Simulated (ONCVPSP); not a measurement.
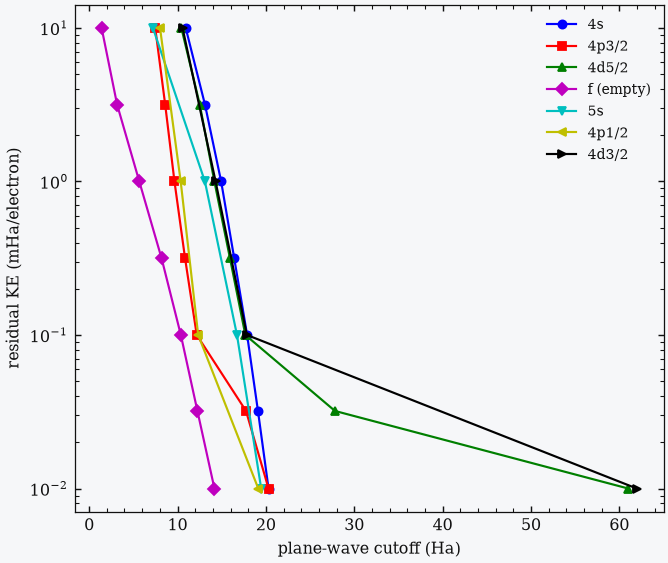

Residual kinetic energy of the pseudo-waves (the first of each channel, and further valence shells) beyond the plane-wave cutoff, as the generator prints it.

Zirconium, optimised norm-conserving Vanderbilt (ONCV), made with ONCVPSP 4.0.1 (PBE, fully relativistic). Core [Ar] 3d10, reference 4s2 4p6 4d2 5s2. Waves: 4s+5s: rc 1.90 bohr, ncon 3, nbas 6, qcut 6.7 1/bohr, 2 projectors; 4p: rc 2.25 bohr, ncon 4, nbas 7, qcut 7.7 1/bohr, 2 projectors, debl 3.7 Ha; 4d: rc 1.80 bohr, ncon 4, nbas 8, qcut 5.9 1/bohr, local; f scattering state at 0.22 Ha: rc 2.15 bohr, ncon 4, nbas 7, qcut 5.4 1/bohr, 2 projectors, debl 3.1 Ha. Local part: the d channel. Core correction: none.

Question: At which cutoff does each wave reach 1 mHa per electron?

Answer: 4s: 15 Ha; 4d3/2: 14 Ha; 4d5/2: 14 Ha; 5s: 13 Ha; 4p1/2: 10 Ha; 4p3/2: 9.7 Ha; f (empty): 5.7 Ha.

Question: Which cutoffs does the potential need for its occupied states?

Answer: 15 Ha for 1 mHa and 18 Ha for 0.1 mHa per electron. The first is set by 4s.
